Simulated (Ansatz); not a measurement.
A series of calculations on C$_{2}$H$_{2}$OS$_{2}$

**1. Relaxation**

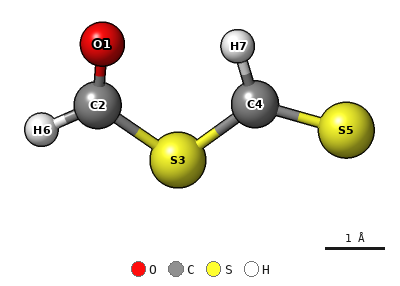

C2H2OS2, before the relaxation. The picture is a ball-and-stick view, seen at a tilt.

The run prepares an end point of a later path (torsion) calculation, from a guessed geometry.

Theory: RKS B3LYP-D4/def2-SVP (Ansatz 0.2.0).

Input file:
```yaml
crystal:
  periodic: [false, false, false]
  atoms:
    - { symbol: O, position_ang: [-1.4166, -0.9305, 0.3543] }
    - { symbol: C, position_ang: [-0.6127, -0.5476, 1.1475] }
    - { symbol: S, position_ang: [0.7973, 0.3571, 0.7065] }
    - { symbol: C, position_ang: [0.6445, 0.494, -1.0169] }
    - { symbol: S, position_ang: [1.6028, 1.3831, -1.9944] }
    - { symbol: H, position_ang: [-0.6997, -0.7755, 2.2174] }
    - { symbol: H, position_ang: [-0.2542, -0.0486, -1.46] }
basis:
  gaussian: { orbitals: def2-SVP }
hamiltonian:
  xc: b3lyp
  dispersion: d4
relax:
  f_tol: 0.015
  max_steps: 40
output:
  orbitals: {}
```

Run as
```bash
ansatz run input.yaml --threads 1 --pin off --max-ram 2048MiB --backend cpu --events-out ev --progress --plain --runs-dir out
```

Question: Predict the outcome.

Answer: After 4 accepted moves (5 points after the start) the energy has fallen by 14.5 kJ/mol. The largest force component goes from 1.6 to 0.0095 eV/Å. The line search rejected the trial step at point 1 of the run. The largest move after the best rigid fit is that of H7, 0.089 Å. By element the largest moves are H 0.089 Å, O 0.076 Å, S 0.071 Å, C 0.052 Å. Near-neighbour distances that change, for instance: C2–S3 1.732 → 1.809 Å, C4–H7 1.139 → 1.102 Å, S3–C4 1.736 → 1.759 Å, C2–H6 1.097 → 1.115 Å. Bond angles that change, for instance: S3–C2–H6 114.9° → 110.1°, S5–C4–H7 119.3° → 124.0°, S3–C4–H7 114.7° → 111.6°.

Final geometry:

```xyz
7

O    -1.4463   -1.0000    0.3437
C    -0.6371   -0.5848    1.1215
S     0.8145    0.4112    0.7071
C     0.6289    0.5352   -1.0381
S     1.6488    1.3314   -2.0123
H    -0.6779   -0.7639    2.2213
H    -0.2694    0.0029   -1.3889
```

The end point in the same view:

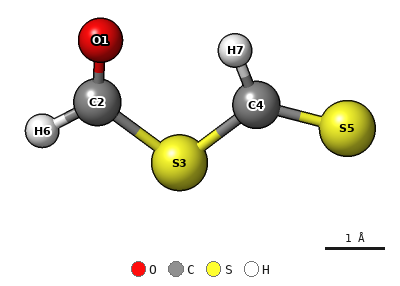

**2. Relaxation**

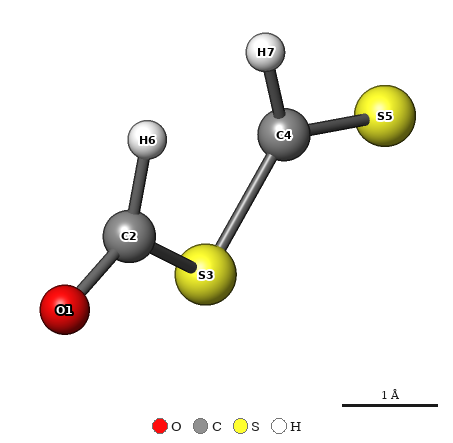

This is the input geometry for a relaxation of C2H2OS2. Style: ball-and-stick. Shown from a free direction.

The run prepares an end point of a later path (torsion) calculation, from a guessed geometry.

Theory: RKS B3LYP-D4/def2-SVP in Ansatz.

Input
```yaml
crystal:
  periodic: [false, false, false]
  atoms:
    - { symbol: O, position_ang: [-1.4166, -0.9305, 0.3543] }
    - { symbol: C, position_ang: [-0.6127, -0.5476, 1.1475] }
    - { symbol: S, position_ang: [0.7973, 0.3571, 0.7065] }
    - { symbol: C, position_ang: [1.5782, 0.62321, 2.23345] }
    - { symbol: S, position_ang: [3.05049, 1.29365, 2.45075] }
    - { symbol: H, position_ang: [-0.6997, -0.7755, 2.2174] }
    - { symbol: H, position_ang: [1.00853, 0.22365, 3.13581] }
basis:
  gaussian: { orbitals: def2-SVP }
hamiltonian:
  xc: b3lyp
  dispersion: d4
relax:
  f_tol: 0.015
  max_steps: 40
```

Launched with:
```bash
ansatz run input.yaml --threads 1 --pin off --max-ram 2048MiB --backend cpu --events-out ev --progress --plain --runs-dir out
```

Predict the outcome.

Answer. Over 5 accepted moves (6 points after the start) the energy falls by 0.112 eV. The largest force component goes from 1.4 to 0.0048 eV/Å. The line search rejected the trial step at point 1 of the run. The largest move after the best rigid fit is that of H7, 0.10 Å. Largest moves by element: H 0.10 Å, S 0.09 Å, C 0.04 Å, O 0.04 Å. Some distances before and after: C2–S3 1.732 → 1.813 Å, C4–H7 1.139 → 1.105 Å, C2–H6 1.097 → 1.119 Å, S3–C4 1.736 → 1.754 Å. Bond angles that change, for instance: C2–S3–C4 102.8° → 99.9°, S5–C4–H7 119.3° → 122.1°, S3–C2–H6 114.9° → 112.2°. Cost: 29 s on 1 thread of Arm Neoverse V1, with other jobs on the host, peak memory 0.27 GiB.

The structure at the end:

```xyz
7

O    -1.4524   -0.9321    0.3771
C    -0.6305   -0.5548    1.1535
S     0.8627    0.3484    0.6620
C     1.6013    0.5872    2.2348
S     3.0042    1.3524    2.5002
H    -0.6843   -0.7118    2.2604
H     1.0045    0.1547    3.0577
```

After the run, drawn alike:

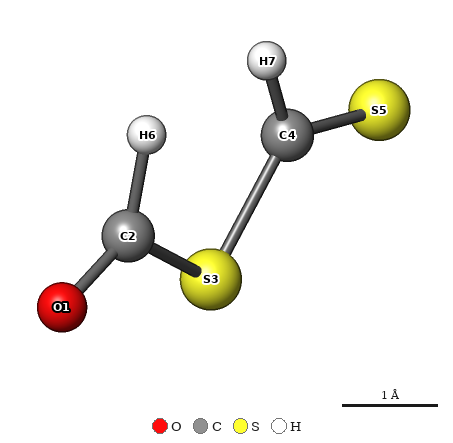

**3. Path**

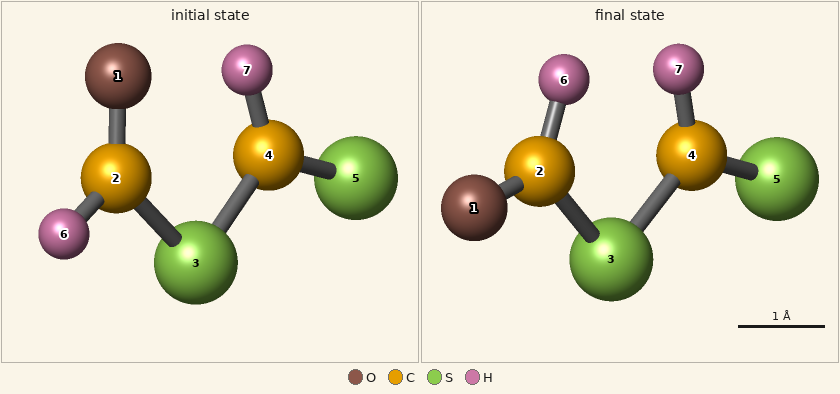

The two relaxed end points of a path for C$_{2}$H$_{2}$OS$_{2}$. A ball-and-stick model, seen from a free direction.

The calculation used RKS B3LYP-D4/def2-SVP (Ansatz 0.2.0).

Input
```yaml
crystal:
  periodic: [false, false, false]
  atoms:
    - { symbol: O, position_ang: [-1.446255, -1.000106, 0.34377] }
    - { symbol: C, position_ang: [-0.637176, -0.584595, 1.121618] }
    - { symbol: S, position_ang: [0.814328, 0.411491, 0.707107] }
    - { symbol: C, position_ang: [0.628934, 0.535071, -1.03821] }
    - { symbol: S, position_ang: [1.648855, 1.331106, -2.012427] }
    - { symbol: H, position_ang: [-0.678019, -0.763505, 2.221443] }
    - { symbol: H, position_ang: [-0.269267, 0.00254, -1.388901] }
basis:
  gaussian: { orbitals: def2-SVP }
hamiltonian:
  xc: b3lyp
  dispersion: d4
neb:
  order_check: false
  images: 5
  f_tol: 0.03
  max_iterations: 60
  initial_path: idpp
  final_atoms:
    - { symbol: O, position_ang: [-0.94768972, -0.93938029, 2.22204213] }
    - { symbol: C, position_ang: [-0.6523097, -0.59444375, 1.11998915] }
    - { symbol: S, position_ang: [0.81412932, 0.40499538, 0.74930629] }
    - { symbol: C, position_ang: [0.65165826, 0.54350242, -0.99165492] }
    - { symbol: S, position_ang: [1.67380337, 1.34009137, -1.96359775] }
    - { symbol: H, position_ang: [-1.23755769, -0.84394256, 0.19912365] }
    - { symbol: H, position_ang: [-0.24063384, 0.02117943, -1.38080855] }
```

Command:
```bash
ansatz run input.yaml --threads 1 --pin off --max-ram 2048MiB --backend cpu --events-out ev --progress --plain --runs-dir out
```

Predict the minimum-energy path and its barrier.

The highest point, image 3, lies 46.7 kJ/mol above the start and 36.7 kJ/mol above the end; the end is at +10.0 kJ/mol relative to the start. The motion is a rotation about the C2–S3 bond by about 180°. No bond forms or breaks between the ends. Among the angles between lasting bonds that change up to the highest image: S3–C2–H6 110.1° → 112.7°, O1–C2–S3 125.8° → 123.3°. The band converged in 13 iterations. The largest component of the band force went from 1.1 to 0.016 eV/Å. The climbing image converged on the top of the path. Its vibrational analysis gives one imaginary mode (197i cm⁻¹), as a transition state must have.

Energies of the converged images:

```
image  path (Å)  E (kJ/mol)
    0      0.00         0.0
    1      0.60        11.0
    2      1.20        34.9
    3      1.80        46.7
    4      2.41        36.3
    5      3.02        18.2
    6      3.64        10.0
```

The geometry at the top of the path:

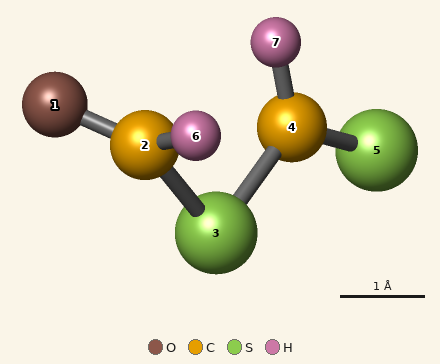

The run took 3.9 min on 1 thread of Arm Neoverse V1, with other jobs on the host, peak memory 0.27 GiB.
